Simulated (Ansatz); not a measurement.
Three curves of one kind of scan: energy against volume (even scaling of the relaxed cell, symmetry kept). Level of theory: PBE (plane waves to 420 eV, PAW, scalar-relativistic; Ansatz, an electronic-structure program). Each is measured from its own zero (the relaxed starting cell). 

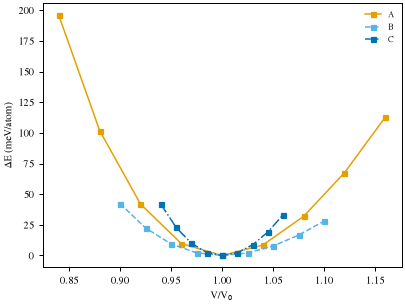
Fig. 1. Curves A, B and C.

```
V/V₀   ΔE (meV/atom)
-----  -------------
0.840          195.7
0.920           42.0
1.000            0.0
1.080           32.0
1.160          112.8
```

### Question
Which curve does this table belong to?

### Answer
Curve A, which is BAs (zinc blende). The others: B is CuI (zinc blende); C is NbN (rock salt).

All were relaxed with their symmetry unable to fall. CuI is run without spin polarisation. NbN is run without spin polarisation. Spin-orbit coupling is left out. This is a high-temperature form of NbN.

(Under strain, the slope of the energy per volume gives the stress and its curvature an elastic modulus.)
